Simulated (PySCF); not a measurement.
## Geometry relaxation of Ge2H5Br

System: Ge2H5Br.
Method: PBE0-D3(BJ)/def2-SVP geometry optimisation, gas phase (PySCF 2.14.0).

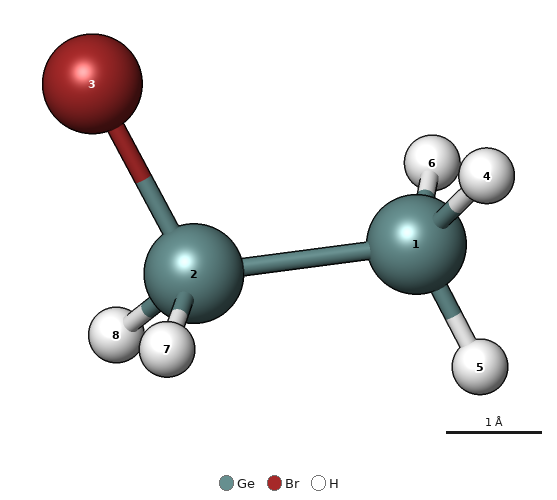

*The input geometry (ball-and-stick view, seen at an oblique angle; atoms are numbered from 1 in the order of the input). Sticks mark near contacts.*

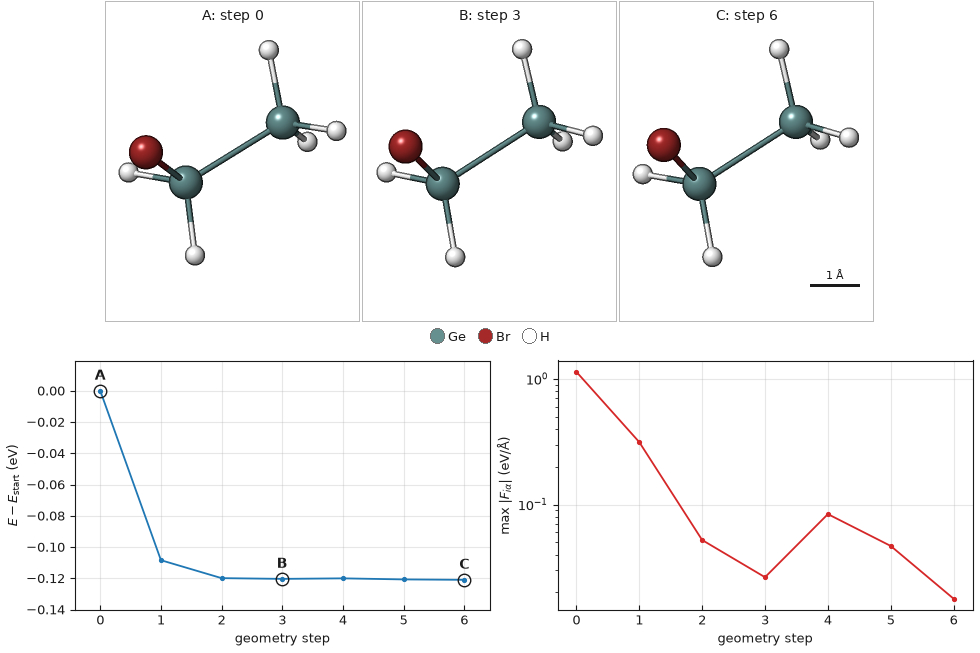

*Frames of the relaxation (ball-and-stick view, seen at a tilt) above the curves, on which the letters mark them (steps are counted from 0).*

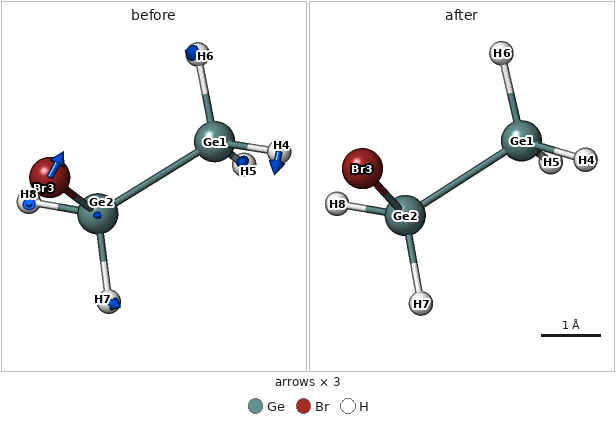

*Before (left) and after (right) the relaxation, at one scale (ball-and-stick view, seen at a tilt). The blue arrows give the displacements, magnified 3 times.*

The energy falls by 0.121 eV in 6 geometry steps. The largest force component goes from 1.1 to 0.018 eV/Å. The largest move after the best rigid fit is that of Br3, 0.17 Å. By element the largest moves are Br 0.17 Å, H 0.15 Å, Ge 0.04 Å. Distances before and after: Ge1–H5 1.472 → 1.541 Å, Ge1–H4 1.501 → 1.537 Å, Ge2–Br3 2.294 → 2.323 Å, Ge1–H6 1.518 → 1.537 Å. Among the angles that change: Ge1–Ge2–Br3 112.0° → 106.0°, H4–Ge1–H6 105.5° → 109.8°, Ge2–Ge1–H4 112.7° → 108.7°. (Atoms are counted from 1 in the order of the input.)

The input and output of the run follow.

**Input**
```
{"job": {"xc": "PBE0", "basis": "def2-SVP", "d3": "d3bj", "grid": 1, "shake": 0.01, "kind": "geom"}, "charge": 0, "multiplicity": 1}
Ge     1.272550     0.135220     0.061690
Ge    -1.090870    -0.333270    -0.121270
Br    -2.372020     1.474170     0.472760
H      1.676700     0.545370     1.447650
H      2.082300    -1.027380    -0.338740
H      1.652290     1.301190    -0.832740
H     -1.592880    -1.447160     0.777330
H     -1.572930    -0.667290    -1.519150
```

The first line tells a small driver script what to run in PySCF; the rest is the geometry in Å.

Launch command:
```bash
OMP_NUM_THREADS=1 python <driver script> task.json out
```

**Log**
```
step   0  E = -6729.54938548  max force = 0.022111
step   1  E = -6729.55336996  max force = 0.006102
step   2  E = -6729.55379201  max force = 0.001016
step   3  E = -6729.55380933  max force = 0.000513
step   4  E = -6729.55379696  max force = 0.001632
step   5  E = -6729.55382214  max force = 0.000910
step   6  E = -6729.55383168  max force = 0.000346
optimisation converged
```

**Trajectory as extended XYZ (Å, eV, eV/Å), 7 frames, from step=0 to step=6**
```
8
Properties=species:S:1:pos:R:3:forces:R:3 step=0 energy=-183120.36607
Ge    1.2726    0.1352    0.0617   -0.6223   0.8219  -0.0388
Ge   -1.0909   -0.3333   -0.1213    0.0579  -0.1078   0.0239
Br   -2.3720    1.4742    0.4728   -0.1280   0.4805   0.1260
H     1.6767    0.5454    1.4477    0.0090   0.0881   0.7249
H     2.0823   -1.0274   -0.3387    0.6174  -1.1370  -0.3707
H     1.6523    1.3012   -0.8327   -0.0398   0.2688  -0.3243
H    -1.5929   -1.4472    0.7773    0.0369  -0.3390   0.3393
H    -1.5729   -0.6673   -1.5192    0.0690  -0.0755  -0.4803
8
Properties=species:S:1:pos:R:3:forces:R:3 step=1 energy=-183120.47449
Ge    0.9479    0.3571    0.0076    0.2599  -0.1499  -0.0337
Ge   -1.4042   -0.1955   -0.2146   -0.1563  -0.1008  -0.0674
Br   -2.6343    1.7198    0.3004    0.0819  -0.1152  -0.0672
H     1.2884    0.7381    1.4690   -0.0753  -0.0624  -0.1758
H     1.7933   -0.8895   -0.4173   -0.1934   0.3138   0.1252
H     1.2813    1.5416   -0.9280   -0.0456  -0.1206   0.0964
H    -1.8800   -1.3126    0.7528    0.0642   0.1818  -0.1171
H    -1.7915   -0.5710   -1.6723    0.0646   0.0534   0.2397
8
Properties=species:S:1:pos:R:3:forces:R:3 step=2 energy=-183120.48598
Ge    0.9463    0.3534    0.0110    0.0389  -0.0522  -0.0207
Ge   -1.3996   -0.1988   -0.2203   -0.0012   0.0100  -0.0074
Br   -2.6212    1.7159    0.2693    0.0080   0.0000  -0.0280
H     1.2647    0.7301    1.4654   -0.0222   0.0010   0.0195
H     1.7904   -0.8715   -0.3990   -0.0105   0.0364   0.0256
H     1.2768    1.5326   -0.9157   -0.0071   0.0126  -0.0023
H    -1.8774   -1.2944    0.7480   -0.0065   0.0106   0.0261
H    -1.7793   -0.5792   -1.6613    0.0007  -0.0183  -0.0129
8
Properties=species:S:1:pos:R:3:forces:R:3 step=3 energy=-183120.48645
Ge    0.9464    0.3520    0.0164   -0.0090   0.0068  -0.0046
Ge   -1.3973   -0.2021   -0.2272    0.0111   0.0017  -0.0104
Br   -2.6152    1.7188    0.2386   -0.0010   0.0129  -0.0180
H     1.2447    0.7297    1.4743   -0.0115   0.0091   0.0264
H     1.7992   -0.8647   -0.3829    0.0261  -0.0210   0.0032
H     1.2758    1.5338   -0.9072   -0.0011   0.0137  -0.0012
H    -1.8812   -1.2852    0.7514   -0.0120   0.0013   0.0247
H    -1.7715   -0.5940   -1.6659   -0.0026  -0.0244  -0.0201
8
Properties=species:S:1:pos:R:3:forces:R:3 step=4 energy=-183120.48611
Ge    0.9454    0.3523    0.0393   -0.0839   0.0838   0.0250
Ge   -1.3892   -0.2176   -0.2543    0.0324  -0.0215  -0.0213
Br   -2.5974    1.7253    0.1254   -0.0184   0.0310   0.0182
H     1.1729    0.7382    1.5082    0.0124   0.0178   0.0155
H     1.8370   -0.8419   -0.3222    0.0595  -0.0786  -0.0244
H     1.2730    1.5431   -0.8736    0.0138   0.0081  -0.0010
H    -1.8993   -1.2550    0.7597   -0.0144  -0.0132   0.0046
H    -1.7415   -0.6562   -1.6850   -0.0015  -0.0274  -0.0167
8
Properties=species:S:1:pos:R:3:forces:R:3 step=5 energy=-183120.48680
Ge    0.9437    0.3568    0.0436   -0.0468   0.0463   0.0159
Ge   -1.3879   -0.2221   -0.2600    0.0163  -0.0122  -0.0117
Br   -2.5998    1.7216    0.1150   -0.0062   0.0096   0.0081
H     1.1639    0.7470    1.5133    0.0070   0.0116   0.0047
H     1.8436   -0.8372   -0.3122    0.0265  -0.0350  -0.0103
H     1.2738    1.5476   -0.8692    0.0085   0.0020   0.0000
H    -1.9014   -1.2557    0.7571   -0.0065  -0.0092  -0.0024
H    -1.7351   -0.6698   -1.6901    0.0012  -0.0132  -0.0042
8
Properties=species:S:1:pos:R:3:forces:R:3 step=6 energy=-183120.48706
Ge    0.9394    0.3682    0.0531    0.0094  -0.0077   0.0023
Ge   -1.3839   -0.2332   -0.2706   -0.0053  -0.0009   0.0070
Br   -2.6055    1.7089    0.0936    0.0033  -0.0092  -0.0023
H     1.1450    0.7680    1.5230   -0.0024   0.0030  -0.0062
H     1.8545   -0.8233   -0.2902   -0.0126   0.0178   0.0073
H     1.2730    1.5574   -0.8610   -0.0018  -0.0033  -0.0016
H    -1.9029   -1.2621    0.7494    0.0058  -0.0051  -0.0091
H    -1.7189   -0.6957   -1.6996    0.0036   0.0054   0.0026
```

**Key numbers**

```json
{"quantity": "outcome", "value": "converged"}
{"quantity": "total energy", "value": "−6729.553832 hartree"}
{"quantity": "dipole moment", "value": "2.04 D"}
{"quantity": "point group", "value": "C1"}
{"quantity": "hardware", "value": "1 CPU thread, shared host"}
{"quantity": "wall time", "value": "66 s"}
{"quantity": "peak memory", "value": "0.53 GiB"}
```
